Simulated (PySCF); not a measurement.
C2H9AlO4Si, SMILES [O]([Al]([OH])[OH])[Si](C)(C)O, singlet at its GFN2-xTB optimised geometry (Å):

```
17

Si     1.0372     0.1606     0.0010
C      1.7712     0.9103    -1.5788
C      1.7682     0.9069     1.5840
O     -0.6561     0.5305     0.0000
O      0.7884    -1.4079     0.0000
Al    -1.0289    -1.4079     0.0000
O     -1.7458    -1.7509    -1.4419
O     -1.7454    -1.7520     1.4423
H      1.7658     1.9955    -1.5519
H      2.8009     0.5935    -1.6962
H      1.2238     0.5888    -2.4589
H      1.7649     1.9921     1.5587
H      1.2178     0.5851     2.4620
H      2.7970     0.5881     1.7038
H     -1.0372     1.4079    -0.0006
H     -1.7111    -1.9299    -2.3675
H     -1.7029    -1.9274     2.3683
```

Method: PBE0/def2-SVP in PySCF 2.14.0.

Map of the HOMO−1 amplitude (bohr^(-3/2)) on the plane z = 0.6 Å; orbital energy -7.90 eV, overall sign arbitrary:

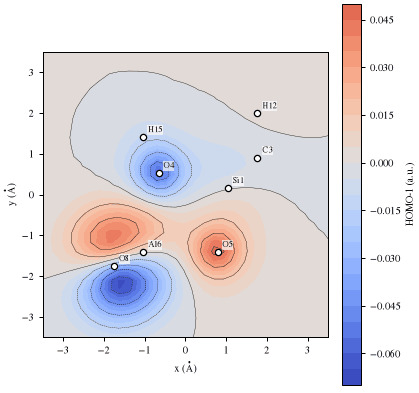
HOMO−1 amplitude (bohr^(-3/2)) on the plane z = 0.6 Å.
